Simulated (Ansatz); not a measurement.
CH4FGe (charge −1)

```xyz
7

C     1.1638    0.3796    0.3833
F     0.3013   -2.7351   -0.1853
Ge    0.3652   -0.9135   -0.6454
H    -1.1700   -0.7425   -0.8292
H     1.0142   -1.1256   -2.0431
H     2.2615    0.3469    0.4581
H     0.6768    0.6247    1.3395
```

Geometry: r2SCAN-D4/def2-SVPD.

These are results of isolated molecule in a Gaussian basis; Kohn-Sham density functional theory, functional PBE0 in Ansatz, not measurements.

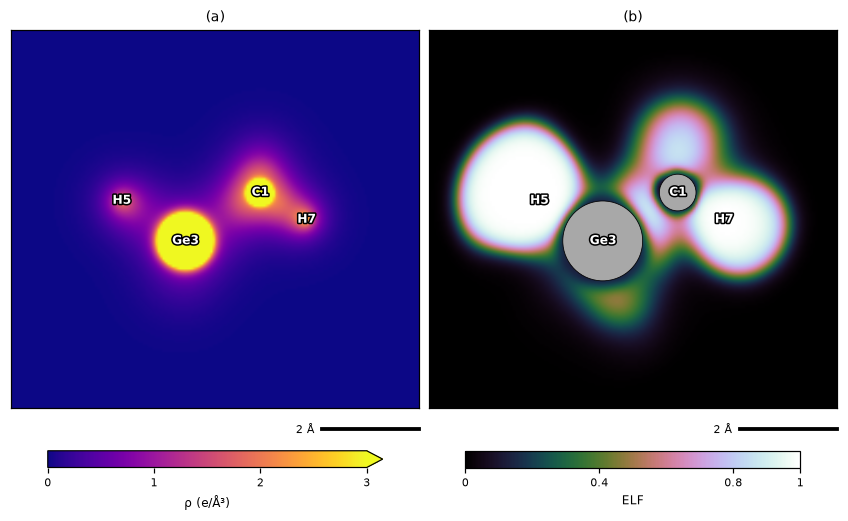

Figure 1. (a) total electron density; (b) electron localisation function on the plane of atoms Ge3, C1 and H7. Grey discs cover the atomic cores in the ELF map.

### Describe what can be read from this map.

The plane passes through C, Ge and H nuclei. C–Ge (1.84 Å): ρ is about 1 e/Å³ halfway; the ELF peaks at about 0.85 in the valence shell of C, 0.7 Å from its nucleus, and is about 0.55 at the midpoint. C–H (1.10 Å): ρ at the midpoint is about 1.8 e/Å³; the ELF climbs to about 1 towards the hydrogen, as it does in any bond to H (a covalent bond by its length). Ge–H (1.56 Å): the density is about 1 e/Å³ at the midpoint; the ELF climbs to about 1 towards the hydrogen.

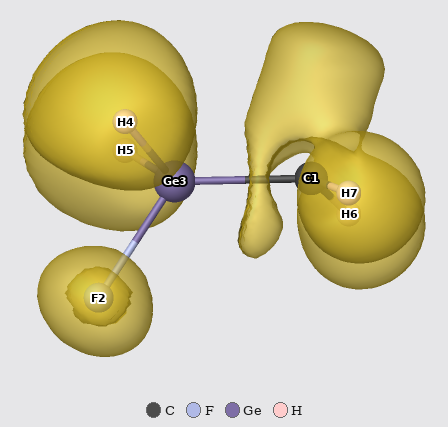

Figure 2. Isosurface of the ELF at 0.75 (yellow), seen from one side. Only the valence region is drawn (cores and ρ < 0.01 e/Å³ removed).

### Describe the localisation domains.

The ELF exceeds this value in two regions around hydrogen nuclei, one region wrapped around F (its valence shell) and one joined region spread over several atoms (C, H), in which their bonds and any lone pairs are merged. Along the contacts the grid gives the following. Ge–F (1.88 Å): the ELF peaks at about 0.85 in the valence shell of F, 0.6 Å from its nucleus, and is about 0.25 at the midpoint.

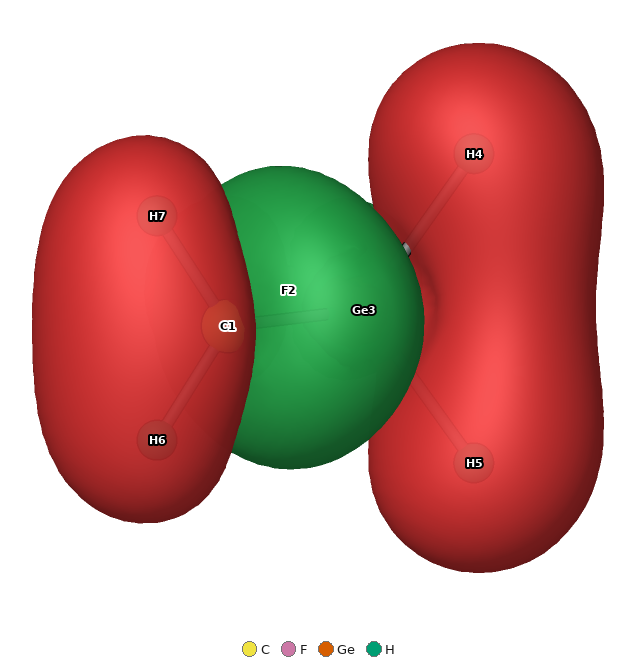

Figure 3. The HOMO−1 at ±0.08 Å⁻³ᐟ² (green and red are the two phases), seen at an oblique angle.

### Describe this orbital and give its energy.

Its weight (Hirshfeld) is mainly on C1 (about 30 %), Ge3 (about 25 %), F2 (about 15 %), H4 (about 10 %) and H5 (about 10 %). Its energy is −3.52 eV.

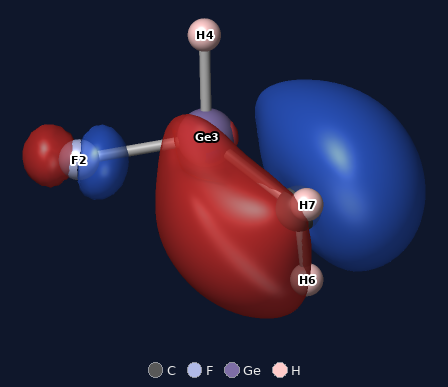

Figure 4. The HOMO at ±0.1 Å⁻³ᐟ² (red and blue are the two phases), seen at an oblique angle.

### What is the character of this orbital?

It lies mainly on C1 (about 60 %) and Ge3 (about 20 %). Its energy is −0.19 eV.
